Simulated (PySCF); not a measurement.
AlFH5N (SMILES [NH3+][AlH2-][F])

```yaml
atoms:
  - { symbol: N, position_ang: [-0.9889, -0.0192, -0.0648] }
  - { symbol: Al, position_ang: [1.0821, -0.0608, 0.0480] }
  - { symbol: F, position_ang: [1.2186, 1.5627, 0.3692] }
  - { symbol: H, position_ang: [-1.3466, 0.3262, 0.8241] }
  - { symbol: H, position_ang: [-1.2508, 0.6486, -0.7880] }
  - { symbol: H, position_ang: [-1.4360, -0.9075, -0.2686] }
  - { symbol: H, position_ang: [1.4408, -0.5180, -1.3829] }
  - { symbol: H, position_ang: [1.2899, -1.0225, 1.2383] }
```

Geometry: GFN2-xTB.

Theory: PBE0/pcSseg-1, SCF density, gas phase, non-relativistic in PySCF.

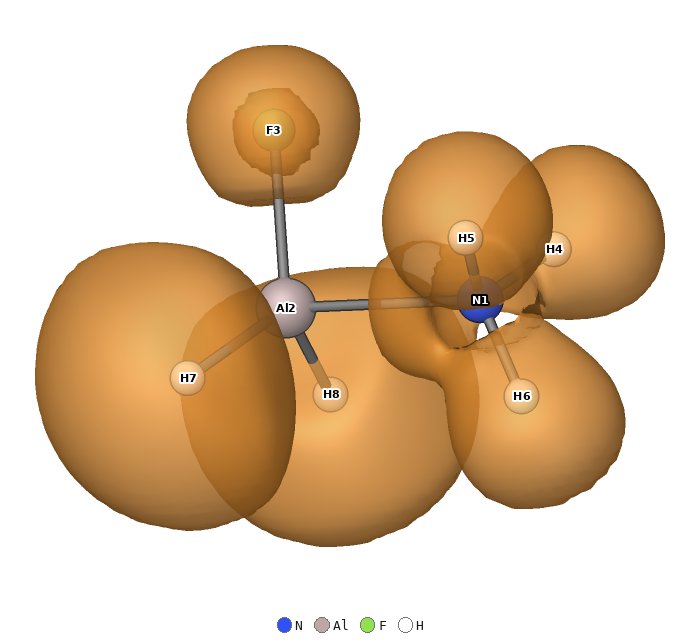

Figure 1. Isosurface of the electron localisation function at 0.75 (orange), seen at a tilt. Only the valence region is drawn (cores and ρ < 0.01 e/Å³ removed).

Where are the electrons localised?

Answer. At this value the surface marks out two regions around hydrogen nuclei, one region wrapped around F (its valence shell) and one joined region spread over several atoms (H, N), in which their bonds and any lone pairs are merged. Profiles from the grid: Al–F (1.66 Å): the ELF peaks at about 0.85 in the valence shell of F, 0.6 Å from its nucleus, and is about 0.35 at the midpoint. Al–N (2.07 Å): the ELF peaks at about 0.95 in the valence shell of N, 0.7 Å from its nucleus, and is about 0.75 at the midpoint.

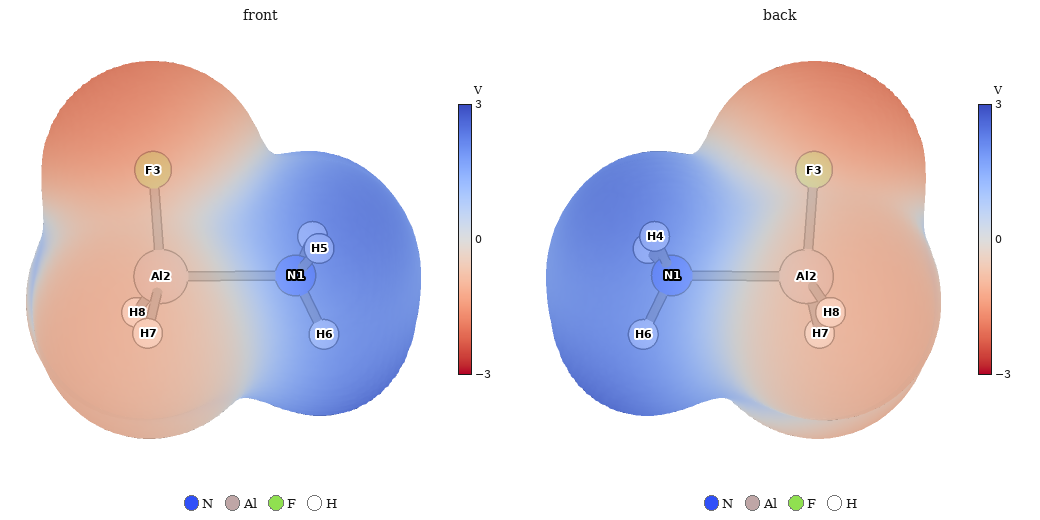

Figure 2. The molecular electrostatic potential painted on the density surface at 0.001 e/bohr³, seen from the front and from behind; red is negative and blue positive.

Which sites attract a positive test charge, and which a negative one?

Answer. A positive charge is drawn to the negative regions and a negative charge to the positive ones. The most negative region (about −1.8 V, or −42 kcal/mol for a unit charge) lies over F3, the most positive (about +2.4 V, or +55 kcal/mol for a unit charge) over H6.

What dipole moment does the calculation give?

Answer. Its dipole moment is 5.57 D.

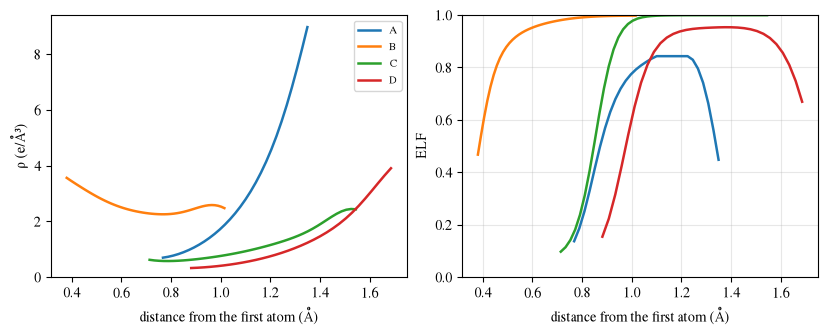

Figure 3. Electron density and ELF along straight lines between neighbouring atoms. The curves leave out the atomic cores.

Which curve belongs to which contact (Al–F, Al–H, Al–N and N–H)? The first atom named is at distance zero.

Answer. Curve A: Al–F (1.66 Å): ρ is about 0.83 e/Å³ halfway; the ELF peaks at about 0.85 in the valence shell of F, 0.6 Å from its nucleus, and is about 0.35 at the midpoint. Curve B: N–H (1.02 Å): ρ at the midpoint is about 2.9 e/Å³; the ELF climbs to about 1 towards the hydrogen, as it does in any bond to H; an ordinary covalent bond to hydrogen. Curve C: Al–H (1.54 Å): ρ is about 0.58 e/Å³ halfway; the ELF climbs to about 1 towards the hydrogen. Curve D: Al–N (2.07 Å): ρ is about 0.45 e/Å³ halfway; the ELF peaks at about 0.95 in the valence shell of N, 0.7 Å from its nucleus, and is about 0.75 at the midpoint.
